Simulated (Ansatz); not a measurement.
Hypothetical zinc blende PbTe: pressure series

Base system: PbTe in the zinc blende structure (space group F-43m, No. 216; a = 7.336 Å; a hypothetical phase, not in the database extracts checked).

Cell and atoms are relaxed at each pressure.

Levels (all Ansatz, a quantum-chemistry and plane-wave program, PAW, earlier PAW set): PBE (420 eV, spin-orbit coupling left out); r2SCAN (500 eV, spin-orbit coupling left out).

The base cell above is that of PBE; each level relaxes its own structures.

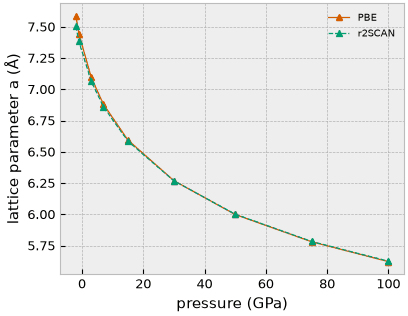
Figure. Lattice parameter a under two levels

Task: How do the two levels compare along the series?

Result: The two levels differ by at most about 0.156 bohr. They put the cases in the same order.

A case with no gap was solved on a k-mesh chosen for an insulator, which is coarse for it. Load acts through the strain it causes; cell and atoms are relaxed under it. No phonon test of stability was made. Competing high-pressure phases were not computed. The final runs are not spin-polarised.
